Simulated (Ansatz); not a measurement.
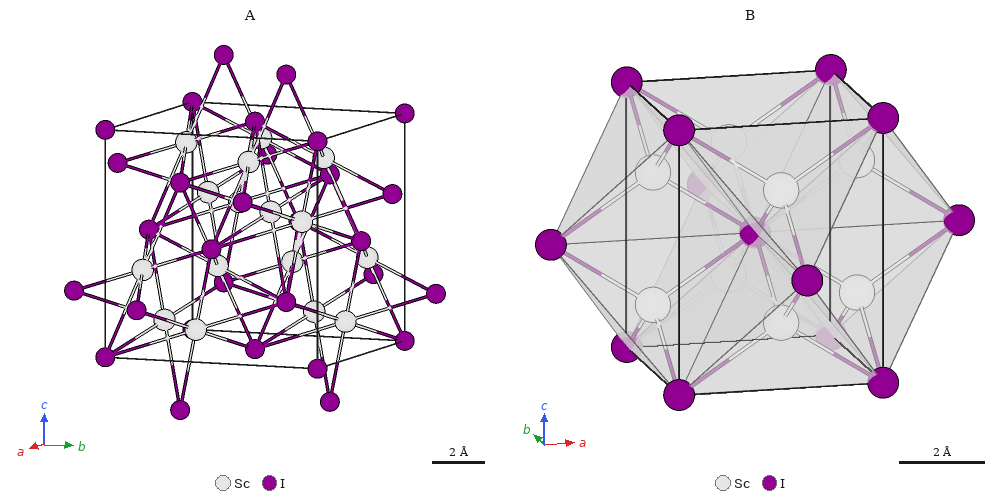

Two structures of Sc2I, each relaxed to rest (conventional cells in solid outline, small ones repeated, not to one scale). Method: DFT PBE, scalar-relativistic, plane waves, PAW (Ansatz 0.2.0), without spin polarisation.

What structure does each panel show?

A: cubic Laves phase (C15, MgCu₂ type), Fd-3m. B: 6 atoms a cell on a body-centred tetragonal lattice, I4/mmm.

Which structure is more stable?

B is lower, by 29 meV/atom at this level of theory (energies at zero smearing). Volumes: A 28.7, B 26.7 Å³/atom.

One or both may be structure types tried for this composition rather than known phases.
